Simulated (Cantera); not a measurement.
Feed: 1 mol B2H6, 0.41 mol NH3, 0.41 mol N2, 59 mol H2, at 19.0 Pa.

Method: chemical equilibrium by Gibbs-energy minimisation in Cantera with the NASA 1993 tables (ideal gas, pure condensed phases). Candidate condensed phases: B, BN; 15 gas species. The feed counts by its element totals alone. Mutual solubility and eutectic melting of coexisting phases are not modelled. The tables' values for BH2 are old estimates; treat these amounts as uncertain. Equilibrium is a limit: real reactors are often held back by kinetics, nucleation or transport.

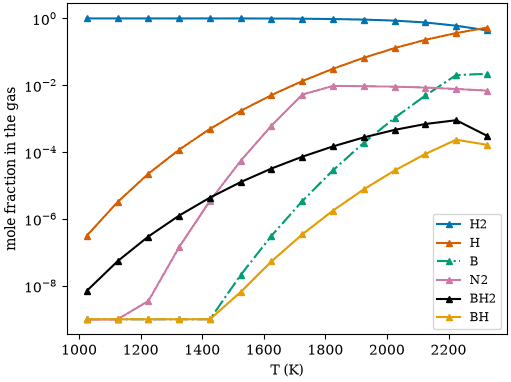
Equilibrium gas composition (values under 1e-9 drawn at 1e-9)

**Question.** Read off the mole fractions at 2025 K.

**Answer.** H2 about 0.86, H about 0.13, N2 about 0.0091, B about 0.0011, BH2 about 0.00046, BH about 2.8e-5.
